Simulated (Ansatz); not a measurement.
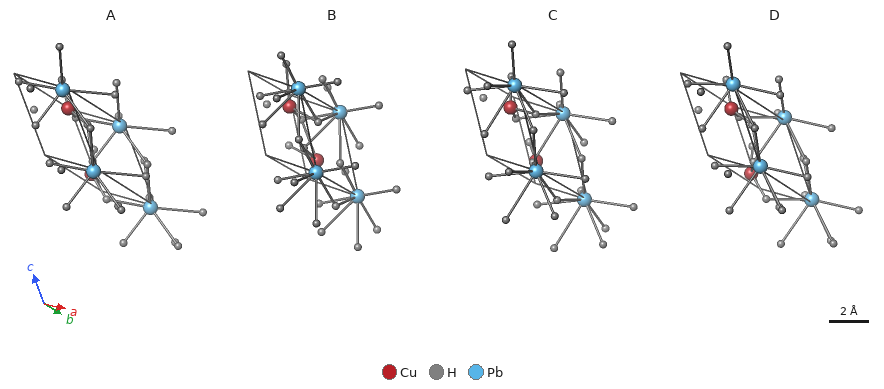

4 geometries from one relaxation of a crystal of Cu₂H₄Pb (built on the Na2H4Pd-139 type type), in shuffled order. The picture is a ball-and-stick view of the cell of the calculation, reduced to other axes, seen from a free direction. Lengths and directions refer to the drawn axes.

Case: shaken.

The calculation used DFT, PBEsol, plane waves, PAW (Ansatz 0.2.0). Set-up: plane-wave cutoff 420 eV; k-point mesh 6 × 6 × 6; occupations fermi dirac; smearing width 0.05 eV; no spin polarisation; cell and atoms relaxed; force threshold 0.01 eV/Å; at most 120 steps.

Q: Order the frames from highest to lowest energy.

A: B, C, D, A. They are steps 0, 6, 16, 40, at +546 meV per atom, +120 meV per atom, +21.7 meV per atom relative to the last. Over 32 accepted moves (40 points after the start) the energy falls by 546 meV per atom. The largest force component goes from 0.6 to 0.0029 eV/Å. The pressure goes from −1.74 to 0.00 GPa. The line search rejected the trial steps at points 12, 19, 30, 33 of the run. At 4 points the geometry stayed and the basis and grid were re-selected for the new cell (energy shift of 8.2 meV per atom at most each time). The atom that moves furthest relative to the cell is an H atom (1.23 Å along [−1 2 −1]). Largest moves by element: H 1.23 Å, Cu 0.82 Å, Pb 0.21 Å. Cell: a 4.429 → 4.381 Å (−1.1 %), b 4.460 → 5.616 Å (+25.9 %), c 4.484 → 4.646 Å (+3.6 %), α 115.1° → 130.6°, β 106.1° → 103.1°, γ 106.8° → 101.0°. Volume +10.4 %. Near-neighbour distances that change, for instance: Cu–H 2.269 → 3.442 Å, Cu–Cu 3.699 → 2.614 Å, Cu–H 2.347 → 1.667 Å, Cu–H 2.247 → 1.593 Å. New bonds form, among them: Cu–H (2.28 → 1.65 Å). Bond angles that change, for instance: Cu–Cu–Cu 174.8° → 120.7°. The space group (tolerance 0.01 Å) goes from P1 (No. 1) to C2 (No. 5).
